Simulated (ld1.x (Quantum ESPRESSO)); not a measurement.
# A TM potential for B, from input to tests

Task: generate the file, and judge it by its errors in other configurations, its logarithmic derivatives, its ghosts and its cutoff.

Program: ld1.x (Quantum ESPRESSO) 7.5. Reference atom: PBEsol, scalar-relativistic, spherical and spin-unpolarised. All values are calculated.

**1. The atom and the settings**

The settings as typed:

```
element                 : boron (B, Z = 5)
type                    : norm-conserving Troullier–Martins (Kleinman–Bylander form)
frozen core             : [He]
valence charge          : 3
reference configuration : 2s2 2p1
partial waves           : 2p (bound): rc 3.25 bohr; 2s (bound): rc 1.60 bohr
local potential         : the s channel
core correction         : not asked for
```

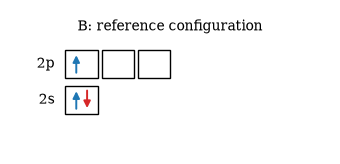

The outer shells as boxes. The arrows follow Hund's rule for the drawing; the calculation itself is spin-unpolarised.

An earlier all-electron run gives the scale for the radii.

All-electron outer shells of the reference configuration (PBEsol, scalar-relativistic, ld1.x):

```json
{"shell": "1s", "level (eV)": "-179.55", "outermost node (bohr)": "–", "outermost maximum (bohr)": "0.21"}
{"shell": "2s", "level (eV)": "-9.36", "outermost node (bohr)": "0.46", "outermost maximum (bohr)": "1.52"}
{"shell": "2p", "level (eV)": "-3.56", "outermost node (bohr)": "–", "outermost maximum (bohr)": "1.59"}
```

**2. The generation run**

Input file B.in:

```
 &input
   title='B', zed=5., rel=1, dft='PBESOL', iswitch=3,
   config='[He] 2s2 2p1',
   nld=2, rlderiv=3.55, eminld=-3.0, emaxld=5.0, deld=0.02
 /
 &inputp
   pseudotype=2, tm=.true., lloc=0,
   nlcc=.false.,
   file_pseudopw='B.UPF', file_wfcaegen='ae.wfc', file_wfcncgen='nc.wfc', file_beta='beta', file_chi='chi'
 /
2
2P  2  1   1.00   0.00  3.25  3.25  0.0
2S  1  0   2.00   0.00  1.60  1.60  0.0
 &test
   configts(1)='2s2 2p1'
 /
```

Started as:

```sh
$ ld1.x < B.in > B.out
```

What the program wrote to B.out (without the banner and most projector matrices):

```text
     Program LD1 v.7.5
     --------------------------- All-electron run ----------------------------

     B
     scalar relativistic calculation

     atomic number is  5.00
     dft =PBESOL   lsd =0 sic =0 latt =0  beta=0.20 tr2=1.0E-14
     Exchange-correlation= PBESOL
                           (   1   4  10   8   0   0   0)
     mesh =1059 r(mesh) = 101.04461 a.u. xmin = -7.00 dx = 0.01250
     1 Ry =  13.60569312 eV, c = 137.03599908

     n l     nl                  e(Ry)          e(Ha)          e(eV)
     1 0     1S 1( 2.00)       -13.1966        -6.5983      -179.5488
     2 0     2S 1( 2.00)        -0.6880        -0.3440        -9.3611
     2 1     2P 1( 1.00)        -0.2613        -0.1307        -3.5553

     final scf error:  7.8E-15 reached in  38 iterations

     Etot =     -48.939619 Ry,     -24.469810 Ha,    -665.857443 eV

     Ekin =      48.734958 Ry,      24.367479 Ha,     663.072881 eV
     Encl =    -113.420501 Ry,     -56.710251 Ha,   -1543.164533 eV
     Eh   =      23.055873 Ry,      11.527936 Ha,     313.691127 eV
     Exc  =      -7.309949 Ry,      -3.654974 Ha,     -99.456918 eV

     normalization and overlap integrals

     s(1S/1S) =  1.000000  <r> =   0.3303  <r2> =    0.1482  r(max) =   0.2103
     s(2S/2S) =  1.000000  <r> =   1.9587  <r2> =    4.6280  r(max) =   1.5152
     s(2P/2P) =  1.000000  <r> =   2.3021  <r2> =    6.8779  r(max) =   1.5929

     ------------------------ End of All-electron run ------------------------

     --------------------- Generating NC pseudopotential ---------------------

      Generating local pot.: lloc=0, matching radius rcloc =   1.6000

      Wfc   2P  rcut= 3.289  Using Troullier-Martins method

     ------------------- End of pseudopotential generation -------------------

     [... the all-electron block is printed once more ...]


     Computing logarithmic derivative in   3.56738
     Computing logarithmic derivative in   3.56738
     Computing the partial wave expansion
       no projector for channel:   0
     R is outside the sphere for l=    1 j= 0.00

     ---------------------- Testing the pseudopotential ----------------------

     B
     scalar relativistic calculation

     atomic number is  5.00   valence charge is  3.00
     dft =PBESOL   lsd =0 sic =0 latt =0  beta=0.20 tr2=1.0E-14
     mesh =1059 r(mesh) = 101.04461 xmin = -7.00 dx = 0.01250

     n l     nl             e AE (Ry)        e PS (Ry)    De AE-PS (Ry)
     1 0     2S   1( 2.00)       -0.68803       -0.68803        0.00000
     2 1     2P   1( 1.00)       -0.26131       -0.26131        0.00000

     eps = 6.8E-15  iter = 17

     Etot =     -48.939619 Ry,     -24.469810 Ha,    -665.857443 eV
     Etotps =    -5.116506 Ry,      -2.558253 Ha,     -69.613614 eV

     Ekin =       2.284329 Ry,       1.142165 Ha,      31.079880 eV
     Encl =      -9.410311 Ry,      -4.705155 Ha,    -128.033800 eV
     Ehrt =       3.942553 Ry,       1.971277 Ha,      53.641171 eV
     Ecxc =      -1.557085 Ry,      -0.778542 Ha,     -21.185217 eV
     Epseu=      -0.375993 Ry,      -0.187997 Ha,      -5.115648 eV

     ---------------------- End of pseudopotential test ----------------------
```

It took 3.6 s on 1 thread, shared host. This counts the later configuration tests of the new file too.

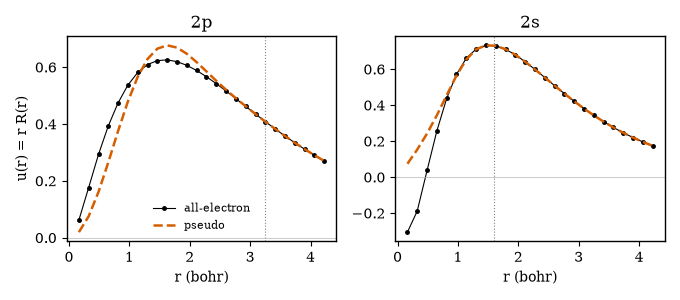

All-electron and pseudo partial waves (2p, 2s), with the matching radii dotted. The curves join 26 sampled radii.

**3. Testing the new file in other configurations**

Input file B.test.in:

```
 &input
   title='B', zed=5., rel=1, dft='PBESOL', iswitch=2,
   config='[He] 2s2 2p1'
 /
 &test
   file_pseudo='B.UPF', nconf=8,
   configts(1)='2s2 2p1',
   configts(2)='2s2 2p0',
   configts(3)='2s1 2p0',
   configts(4)='2s2 2p0.5',
   configts(5)='2s1 2p1',
   configts(6)='2s1 2p2',
   configts(7)='2s0 2p3',
   configts(8)='2s2 2p1.3'
 /
```

Started as:

```sh
$ ld1.x < B.test.in > B.test.out
```

B.test.out, the pseudopotential blocks, each with the warnings that came before it:

```text
     ---------------------- Testing the pseudopotential ----------------------

     B
     scalar relativistic calculation

     atomic number is  5.00   valence charge is  3.00
     dft =PBESOL   lsd =0 sic =0 latt =0  beta=0.20 tr2=1.0E-14
     mesh =1059 r(mesh) = 101.04461 xmin = -7.00 dx = 0.01250

     n l     nl             e AE (Ry)        e PS (Ry)    De AE-PS (Ry)
     1 0     2S   1( 2.00)       -0.68803       -0.68803        0.00000
     2 1     2P   1( 1.00)       -0.26131       -0.26131        0.00000

     eps = 5.6E-15  iter = 31

     Etot =     -48.939619 Ry,     -24.469810 Ha,    -665.857443 eV
     Etotps =    -5.116506 Ry,      -2.558253 Ha,     -69.613615 eV

     Ekin =       2.284329 Ry,       1.142164 Ha,      31.079879 eV
     Encl =      -9.410311 Ry,      -4.705155 Ha,    -128.033800 eV
     Ehrt =       3.942553 Ry,       1.971277 Ha,      53.641171 eV
     Ecxc =      -1.557085 Ry,      -0.778542 Ha,     -21.185217 eV
     Epseu=      -0.375993 Ry,      -0.187997 Ha,      -5.115648 eV

     ---------------------- End of pseudopotential test ----------------------

     ---------------------- Testing the pseudopotential ----------------------

     B
     [...]
     n l     nl             e AE (Ry)        e PS (Ry)    De AE-PS (Ry)
     1 0     2S   1( 2.00)       -1.42426       -1.41124       -0.01301  !
     2 1     2P   1( 0.00)       -0.97362       -0.94985       -0.02378  !

     eps = 8.9E-15  iter = 11

     Etot =     -48.341382 Ry,     -24.170691 Ha,    -657.718009 eV
     Etotps =    -4.526268 Ry,      -2.263134 Ha,     -61.583013 eV
     dEtot_ae =       0.598237 Ry
     dEtot_ps =       0.590238 Ry,   Delta E=       0.007999 Ry

     [...]
     ---------------------- End of pseudopotential test ----------------------

     Warning: n=2, l=1 expected 0 nodes, found 1
     ---------------------- Testing the pseudopotential ----------------------

     B
     [...]
     n l     nl             e AE (Ry)        e PS (Ry)    De AE-PS (Ry)
     1 0     2S   1( 1.00)       -2.29896       -2.27710       -0.02186  !
     2 1     2P   1( 0.00)       -1.85728       -1.78913       -0.06815  !

     eps = 7.0E-15  iter = 22

     Etot =     -46.484682 Ry,     -23.242341 Ha,    -632.456312 eV
     Etotps =    -2.686670 Ry,      -1.343335 Ha,     -36.554013 eV
     dEtot_ae =       2.454938 Ry
     dEtot_ps =       2.429836 Ry,   Delta E=       0.025102 Ry

     [...]
     ---------------------- End of pseudopotential test ----------------------

     ---------------------- Testing the pseudopotential ----------------------

     B
     [...]
     n l     nl             e AE (Ry)        e PS (Ry)    De AE-PS (Ry)
     1 0     2S   1( 2.00)       -1.03096       -1.02813       -0.00282
     2 1     2P   1( 0.50)       -0.58868       -0.58261       -0.00608  !

     eps = 2.4E-15  iter = 16

     Etot =     -48.729751 Ry,     -24.364876 Ha,    -663.002039 eV
     Etotps =    -4.907787 Ry,      -2.453894 Ha,     -66.773848 eV
     dEtot_ae =       0.209868 Ry
     dEtot_ps =       0.208719 Ry,   Delta E=       0.001149 Ry

     [...]
     ---------------------- End of pseudopotential test ----------------------

     ---------------------- Testing the pseudopotential ----------------------

     B
     [...]
     n l     nl             e AE (Ry)        e PS (Ry)    De AE-PS (Ry)
     1 0     2S   1( 1.00)       -1.43189       -1.44088        0.00899  !
     2 1     2P   1( 1.00)       -0.98226       -0.97832       -0.00393

     eps = 9.2E-15  iter = 26

     Etot =     -47.891210 Ry,     -23.945605 Ha,    -651.593112 eV
     Etotps =    -4.064158 Ry,      -2.032079 Ha,     -55.295691 eV
     dEtot_ae =       1.048409 Ry
     dEtot_ps =       1.052348 Ry,   Delta E=      -0.003939 Ry

     [...]
     ---------------------- End of pseudopotential test ----------------------

     ---------------------- Testing the pseudopotential ----------------------

     B
     [...]
     n l     nl             e AE (Ry)        e PS (Ry)    De AE-PS (Ry)
     1 0     2S   1( 1.00)       -0.72373       -0.73000        0.00627  !
     2 1     2P   1( 2.00)       -0.29522       -0.29885        0.00363

     eps = 7.4E-15  iter = 24

     Etot =     -48.511915 Ry,     -24.255957 Ha,    -660.038223 eV
     Etotps =    -4.687384 Ry,      -2.343692 Ha,     -63.775108 eV
     dEtot_ae =       0.427705 Ry
     dEtot_ps =       0.429122 Ry,   Delta E=      -0.001418 Ry

     [...]
     ---------------------- End of pseudopotential test ----------------------

     ---------------------- Testing the pseudopotential ----------------------

     B
     [...]
     n l     nl             e AE (Ry)        e PS (Ry)    De AE-PS (Ry)
     1 0     2S   1( 0.00)       -0.75347       -0.76583        0.01236  !
     2 1     2P   1( 3.00)       -0.32404       -0.33126        0.00722  !

     eps = 1.7E-15  iter =  9

     Etot =     -48.082880 Ry,     -24.041440 Ha,    -654.200910 eV
     Etotps =    -4.254622 Ry,      -2.127311 Ha,     -57.887081 eV
     dEtot_ae =       0.856739 Ry
     dEtot_ps =       0.861884 Ry,   Delta E=      -0.005145 Ry

     [...]
     ---------------------- End of pseudopotential test ----------------------

     ---------------------- Testing the pseudopotential ----------------------

     B
     [...]
     n l     nl             e AE (Ry)        e PS (Ry)    De AE-PS (Ry)
     1 0     2S   1( 2.00)       -0.51340       -0.51318       -0.00021
     2 1     2P   1( 1.30)       -0.09855       -0.09899        0.00045

     eps = 7.4E-15  iter = 39

     Etot =     -48.992867 Ry,     -24.496434 Ha,    -666.581914 eV
     Etotps =    -5.169861 Ry,      -2.584931 Ha,     -70.339546 eV
     dEtot_ae =      -0.053248 Ry
     dEtot_ps =      -0.053355 Ry,   Delta E=       0.000107 Ry

     [...]
     ---------------------- End of pseudopotential test ----------------------
```

Energies count from the reference configuration 2s2 2p1; the error is all-electron less pseudo. A star marks tests that logged a warning.

```tsv
valence configuration	charge	ΔE all-electron (eV)	error AE − PS (meV)
2s2 2p0	+1	8.139	+109
2s1 2p0 *	+2	33.401	+342
2s2 2p0.5	+0.5	2.855	+16
2s1 2p1	+1	14.264	-54
2s1 2p2	0	5.819	-19
2s0 2p3	0	11.657	-70
2s2 2p1.3	-0.3	-0.724	+1.5
```

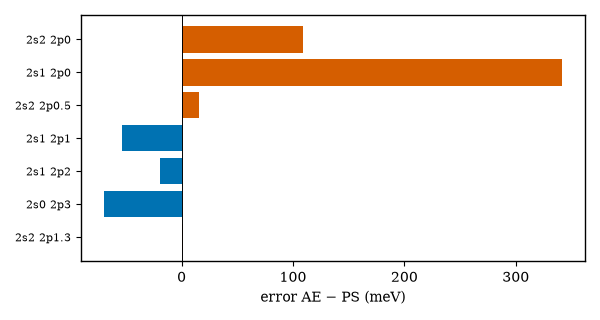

Error of the potential in each test configuration.

**4. Scattering by logarithmic derivatives**

Taken from the files of the generation run. The phase is arctan(r·u′/u) with u = r·R, unwrapped, with energies in Ry. A pole is an energy at which the radial function vanishes at the test radius. The pseudo phase is shifted by a multiple of π to meet the all-electron one at the reference energy. Levels narrower than the energy grid can be missing from the poles. The last column is the largest difference on the grid between −1 and +1 Ry.

```tsv
channel	radius (bohr)	reference (Ry)	poles AE	poles PS	window around the reference with phases within 0.05 rad (Ry)	largest difference near zero (rad)
s	3.57	-0.69	-0.55, 2.35	-0.55, 2.30	below 3.7	0.035
p	3.57	-0.26	-0.07, 2.39	-0.07, 2.79	below 0.6	0.178
```

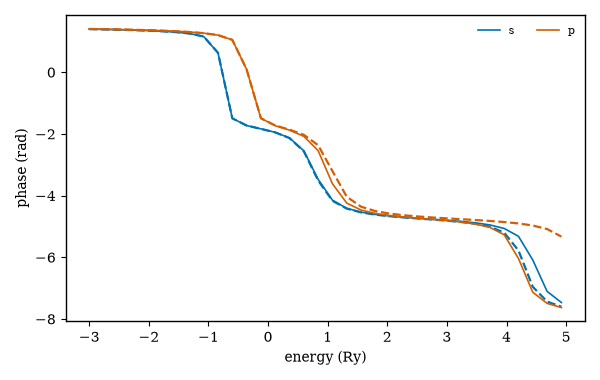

Phases by channel: all-electron solid, pseudo dashed.

**5. Cutoff and ghost test in a Bessel basis**

This step uses the generator's waves and projectors in a separate script. Basis: spherical Bessel functions vanishing at 20 bohr, q² up to the cutoff; potential fixed at the reference.

All-electron valence levels (Ry): 2p -0.2613, 2s -0.6880. The lowest levels of each channel (Ry) by cutoff; the last column sums, over occupied levels, occupation times the distance from the level at 400 Ry. A positive value at high cutoff is not a bound level.

```tsv
cutoff (Ry)	p #1	s #1	d #1	f #1	Σ f·Δε (mRy)
8	-0.2420	-0.6536	0.0670	0.1132	88.2
12	-0.2603	-0.6728	0.0670	0.1132	31.4
15	-0.2612	-0.6795	0.0670	0.1132	17.2
18	-0.2612	-0.6850	0.0670	0.1132	6.2
21	-0.2612	-0.6864	0.0670	0.1132	3.4
30	-0.2613	-0.6869	0.0670	0.1132	2.3
40	-0.2613	-0.6873	0.0670	0.1132	1.4
45	-0.2613	-0.6876	0.0670	0.1132	0.9
55	-0.2613	-0.6879	0.0670	0.1132	0.2
400	-0.2613	-0.6880	0.0670	0.1132	0.0
```

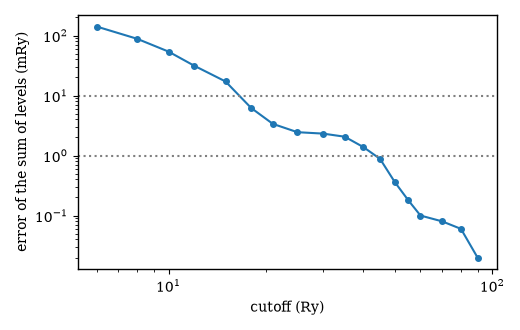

Occupation-weighted error of the valence levels against the cutoff; the dotted lines mark 10 and 1 mRy.

The sum stays within 10 mRy from 18 Ry and within 1 mRy from 45 Ry. The sum leaves out empty levels, which can need more. Ghost test: no level below the all-electron spectrum of its channel (p, s, d, f tested).

**6. Outcome**

| quantity | value |
| --- | --- |
| cutoffs for 10 and 1 mRy, occupied levels | 18 Ry and 45 Ry |
| bound ghosts | none found |
| largest test error (AE − PS) | +342 meV, for 2s1 2p0 (this test logged a warning) |
| largest phase difference near zero energy, channels read | 0.178 rad |

In words: The worst unpolarised test, 2s1 2p0, is off by 342 meV on 33.4 eV; by total energies transferability rates as poor. By its cutoff, 18 Ry for the looser tolerance, it is soft on the atom at that tolerance. The slowest occupied level is 2s: taken alone it needs 40 Ry to come within 1 mRy, against 12 Ry for 2p. It is free of bound ghosts as far as tested. Near zero energy the largest phase difference among the channels read is 0.18 rad, in the p channel. All of this concerns the isolated atom, not yet a solid.
